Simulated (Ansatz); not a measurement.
## A computed series for ZrS2: response to strain

The reference is ZrS₂ in the CdI2 type structure (space group P-3m1, No. 164; layered, stacked along the Cartesian z axis).

```
CELL_PARAMETERS angstrom
      3.63482     0.00000     0.00000
     -1.81741     3.14785     0.00000
      0.00000     0.00000     5.71960
ATOMIC_POSITIONS crystal
  Zr 0.00000 0.00000 0.00000
  S  0.33333 0.66667 0.25534
  S  0.66667 0.33333 0.74466
```

Cartesian axes are those of the cell as printed.

Strains are applied to the cell and any free atomic positions relax; under biaxial strain the out-of-plane vector relaxes too.

Level of theory: PBE-D3(BJ) in Ansatz (plane waves to 420 eV, PAW, no spin-orbit coupling).

Notes on the quantities. pressure: mean of the normal stresses, compression positive.

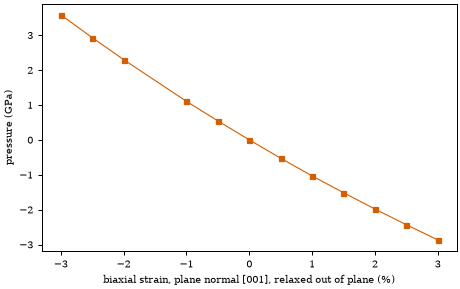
*Pressure against biaxial strain, plane normal [001], relaxed out of plane*

### Question
From the plot, what is the pressure for biaxial strain +1.00 %, plane normal [001], relaxed out of plane?

### Answer
About -1.0 GPa.

### Question
Is the trend monotonic over the range shown?

### Answer
Yes, it falls throughout, spanning -2.87 GPa to 3.58 GPa.

No phonon test of stability was made.

Ansatz is a quantum-chemistry and plane-wave program.
